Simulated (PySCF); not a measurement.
**Two runs on CH2GaNS**

System: CH2GaNS (GaH2(NCS)), SMILES [H][Ga]([H])[N]=C=S.
Method of the first run: GIAO B3LYP/pcSseg-1 Ga:pcSseg-2 NMR shielding, non-relativistic, gas phase (PySCF 2.14.0).

The geometry comes from this level: PBE0-D3(BJ)/def2-SVP. Text and figures count atoms from 1; the logs count them from 0 in places.

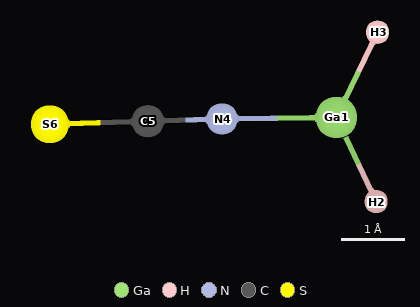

Figure 1. The input geometry (ball-and-stick view, seen at a tilt; atoms are numbered from 1 in the order of the input). Sticks mark near contacts.

## Input, the first run
```
{"job": {"kind": "nmr", "xc": "B3LYP", "basis": {"default": "pcSseg-1", "Ga": "pcSseg-2"}, "pop": false}, "charge": 0, "multiplicity": 1}
Ga     0.679243     1.184460     0.001257
H      2.226397     1.035147     0.044218
H     -0.212807     2.457164    -0.037834
N     -0.247217    -0.406655    -0.014325
C     -0.834577    -1.447228    -0.003204
S     -1.611039    -2.822878     0.009878
```

The first line tells a small driver script what to run in PySCF; the rest is the geometry in Å.

Hardware: 1 CPU thread, shared host.

## Output (the first run)
```
coarse grid: 28976 points
cycle   1  E = -2417.1062834997  dE = -8.672e-02  |g| = 1.224e+00  |ddm| = 2.436e+00
cycle   2  E = -2416.9580650040  dE =  1.482e-01  |g| = 1.768e+00  |ddm| = 9.861e-01
cycle   3  E = -2417.2068284769  dE = -2.488e-01  |g| = 1.167e-01  |ddm| = 6.341e-01
cycle   4  E = -2417.2060242359  dE =  8.042e-04  |g| = 1.231e-01  |ddm| = 1.194e-01
cycle   5  E = -2417.2091058716  dE = -3.082e-03  |g| = 1.639e-02  |ddm| = 7.300e-02
cycle   6  E = -2417.2091694910  dE = -6.362e-05  |g| = 6.170e-03  |ddm| = 2.013e-02
cycle   7  E = -2417.2091802213  dE = -1.073e-05  |g| = 1.052e-03  |ddm| = 6.411e-03
cycle   8  E = -2417.2091805558  dE = -3.345e-07  |g| = 1.946e-04  |ddm| = 1.323e-03
final grid: 57984 points
cycle   9  E = -2417.2092087217  dE = -6.880e-10  |g| = 2.318e-04  |ddm| = 6.399e-04
cycle  10  E = -2417.2092086833  dE =  3.842e-08  |g| = 4.420e-04  |ddm| = 6.751e-04
cycle  11  E = -2417.2092087356  dE = -5.227e-08  |g| = 1.227e-04  |ddm| = 4.404e-04
cycle  12  E = -2417.2092087389  dE = -3.326e-09  |g| = 1.093e-05  |ddm| = 8.330e-05
cycle  13  E = -2417.2092087389  dE = -1.546e-11  |g| = 2.214e-06  |ddm| = 6.553e-06
converged SCF energy = -2417.2092087389

GIAO shielding tensors (ppm)
atom      isotropic    diamagn.    paramagn.     s11        s22        s33       span
  0 Ga    1368.661    2640.191   -1271.530   1075.146   1366.988   1663.848    588.701
  1 H       25.914      27.290      -1.376     20.443     20.494     36.805     16.363
  2 H       25.936      27.289      -1.352     20.460     20.509     36.840     16.380
  3 N       97.748     323.787    -226.039    -40.656     26.259    307.642    348.298
  4 C       24.012     267.894    -243.883    -99.125    -98.789    269.948    369.073
  5 S      681.899    1056.272    -374.374    577.684    593.668    874.343    296.659
```

The input of the second run differs as follows (lines with − go, lines with + come):
```diff
-"xc": "B3LYP"
+"xc": "PBE"
```

How does the second run compare with the first run?

The total energies belong to different methods, so their difference says nothing on which is more stable or more accurate. The HOMO goes from −6.91 to −6.06 eV. The LUMO goes from −2.52 to −3.00 eV. The dipole moment goes from 3.20 to 2.97 D. Of all shieldings, the largest change is that of Ga1, by −39.7 ppm. The functional changes from B3LYP to PBE. Exact exchange removes part of the self-interaction error of semilocal functionals, which pushes filled and empty levels apart. The SCF takes 14 iterations against 13.

## Output (the second run)
```
coarse grid: 28976 points
cycle   1  E = -2416.4223735804  dE = -6.466e-02  |g| = 1.496e+00  |ddm| = 2.515e+00
cycle   2  E = -2415.9388260275  dE =  4.835e-01  |g| = 2.562e+00  |ddm| = 1.452e+00
cycle   3  E = -2416.5567686626  dE = -6.179e-01  |g| = 2.228e-01  |ddm| = 1.239e+00
cycle   4  E = -2416.5657890141  dE = -9.020e-03  |g| = 1.541e-01  |ddm| = 3.772e-01
cycle   5  E = -2416.5702459805  dE = -4.457e-03  |g| = 8.155e-02  |ddm| = 1.952e-01
cycle   6  E = -2416.5720001216  dE = -1.754e-03  |g| = 2.372e-02  |ddm| = 8.062e-02
cycle   7  E = -2416.5720930303  dE = -9.291e-05  |g| = 1.356e-02  |ddm| = 2.911e-02
cycle   8  E = -2416.5721445420  dE = -5.151e-05  |g| = 1.243e-03  |ddm| = 1.166e-02
cycle   9  E = -2416.5721448966  dE = -3.547e-07  |g| = 2.415e-04  |ddm| = 1.583e-03
final grid: 57984 points
cycle  10  E = -2416.5721875872  dE =  1.083e-07  |g| = 6.711e-04  |ddm| = 1.057e-03
cycle  11  E = -2416.5721861809  dE =  1.406e-06  |g| = 2.270e-03  |ddm| = 2.850e-03
cycle  12  E = -2416.5721877037  dE = -1.523e-06  |g| = 3.066e-04  |ddm| = 2.174e-03
cycle  13  E = -2416.5721877192  dE = -1.549e-08  |g| = 4.732e-05  |ddm| = 1.763e-04
cycle  14  E = -2416.5721877197  dE = -4.807e-10  |g| = 1.308e-05  |ddm| = 3.105e-05
converged SCF energy = -2416.5721877197

GIAO shielding tensors (ppm)
atom      isotropic    diamagn.    paramagn.     s11        s22        s33       span
  0 Ga    1328.998    2640.602   -1311.603   1034.295   1331.850   1620.851    586.556
  1 H       25.485      27.111      -1.626     19.916     20.106     36.433     16.516
  2 H       25.510      27.110      -1.599     19.938     20.125     36.468     16.530
  3 N       93.173     323.745    -230.572    -44.556     29.779    294.297    338.853
  4 C       33.134     267.779    -234.645    -84.297    -83.598    267.297    351.593
  5 S      667.816    1056.282    -388.466    575.770    591.353    836.326    260.556
```

## The two runs side by side

| quantity | the first run | the second run |
| --- | --- | --- |
| outcome | converged | converged |
| total energy (hartree) | −2417.209209 | −2416.572188 |
| HOMO (eV) | −6.91 | −6.06 |
| LUMO (eV) | −2.52 | −3.00 |
| dipole moment (D) | 3.20 | 2.97 |
| shielding of Ga1 (ppm) | 1368.7 | 1329.0 |
| shielding of H2 (ppm) | 25.9 | 25.5 |
| shielding of H3 (ppm) | 25.9 | 25.5 |
| shielding of N4 (ppm) | 97.7 | 93.2 |
| shielding of C5 (ppm) | 24.0 | 33.1 |
| shielding of S6 (ppm) | 681.9 | 667.8 |
| SCF iterations | 13 | 14 |
| basis functions | 131 | 131 |
| wall time (shared host) | 11 s | 16 s |

For both runs: Spin–orbit coupling is left out, which matters for the heavy atoms.
